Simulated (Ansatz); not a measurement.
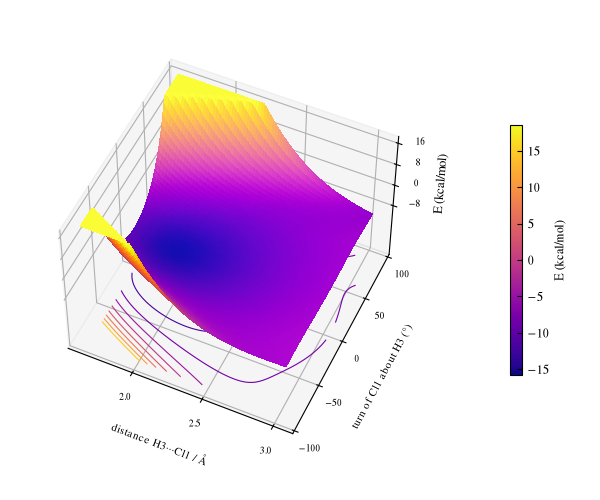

Energy landscape of the pair Cl···H₂Se, charge −1. The turn is about an axis along (−0.45, −0.89, 0.04) in the frame of the relaxed pair, normal to the line between the partners. First axis: distance H3···Cl1. Second axis: turn of Cl1 about H3. The grid has 11 × 11 points. All energies are given in kcal/mol relative to the ion and the molecule far apart, frozen as in the relaxed pair, each in its own basis (no counterpoise correction). The calculation used Ansatz, RKS wB97M-V/def2-SVPD.

Drawn: a relief with its contours projected below, any walls above the top of the colour scale cut off. Between grid points the surface is interpolated. 

> Summarise what can be read from the map.

The lowest grid point is at distance H3···Cl1 = 1.895 Å, turn of Cl1 about H3 = 0°, −15.7 kcal/mol from the ion and the molecule far apart, frozen as in the relaxed pair, each in its own basis (no counterpoise correction). It is the only kind of minimum in the scanned range. The highest grid point, distance H3···Cl1 = 1.635 Å, turn of Cl1 about H3 = 90°, lies 127.8 kcal/mol above the lowest. Round the minimum the two coordinates are nearly uncoupled.

The values on the grid:

| turn of Cl1 about H3 ↓, distance H3···Cl1 → | 1.635 | 1.691 | 1.782 | 1.895 | 2.023 | 2.166 | 2.320 | 2.485 | 2.660 | 2.843 | 3.035 |
| --- | --- | --- | --- | --- | --- | --- | --- | --- | --- | --- | --- |
| 90 | 112.0 | 99.2 | 80.3 | 60.2 | 41.7 | 25.7 | 13.1 | 3.7 | −2.8 | −6.8 | −8.9 |
| 72 | 35.7 | 29.3 | 20.5 | 11.9 | 4.7 | −1.0 | −4.8 | −7.2 | −8.4 | −8.7 | −8.4 |
| 54 | 6.9 | 3.5 | −0.8 | −4.6 | −7.4 | −9.2 | −9.9 | −10.0 | −9.5 | −8.8 | −7.9 |
| 36 | −5.3 | −7.3 | −9.7 | −11.5 | −12.5 | −12.7 | −12.2 | −11.3 | −10.2 | −9.0 | −7.8 |
| 18 | −10.7 | −12.2 | −13.8 | −14.8 | −14.9 | −14.4 | −13.4 | −12.1 | −10.7 | −9.3 | −8.0 |
| 0 | −12.3 | −13.7 | −15.0 | −15.7 | −15.7 | −15.0 | −13.8 | −12.4 | −10.9 | −9.4 | −8.0 |
| −18 | −10.8 | −12.3 | −13.9 | −14.8 | −14.9 | −14.4 | −13.4 | −12.1 | −10.6 | −9.2 | −7.8 |
| −36 | −5.7 | −7.7 | −10.1 | −11.8 | −12.6 | −12.7 | −12.1 | −11.1 | −9.9 | −8.7 | −7.5 |
| −54 | 4.5 | 1.3 | −2.7 | −6.0 | −8.4 | −9.7 | −10.1 | −9.8 | −9.0 | −8.1 | −7.0 |
| −72 | 24.2 | 18.7 | 11.3 | 4.4 | −0.9 | −4.7 | −7.0 | −8.0 | −8.1 | −7.6 | −6.9 |
| −90 | 65.3 | 54.9 | 40.5 | 26.4 | 14.6 | 5.6 | −0.7 | −4.6 | −6.6 | −7.2 | −7.1 |

The input of one point:

```yaml
crystal:
  periodic: [false, false, false]
  atoms:
    - { symbol: Cl, position_ang: [0.488315, -0.343572, -2.155125] }
    - { symbol: Se, position_ang: [-0.747234, 0.4195, 0.976872] }
    - { symbol: H, position_ang: [-0.185247, 0.073069, -0.43357] }
    - { symbol: H, position_ang: [0.425817, -0.137648, 1.658816] }
total_charge: -1
basis:
  gaussian: { orbitals: def2-SVPD }
hamiltonian:
  xc: { name: wB97M-V }
output:
  forces: true
```

Each point was launched as `ansatz run input.yaml --threads 1 --pin off --max-ram 2560MiB --backend cpu --events-out ev --progress --plain --runs-dir out`. Time for the 121 points that were run: 9.9 min on 1 thread of AMD EPYC 9R45 96-Core Processor (Zen 5), with other jobs on the host.
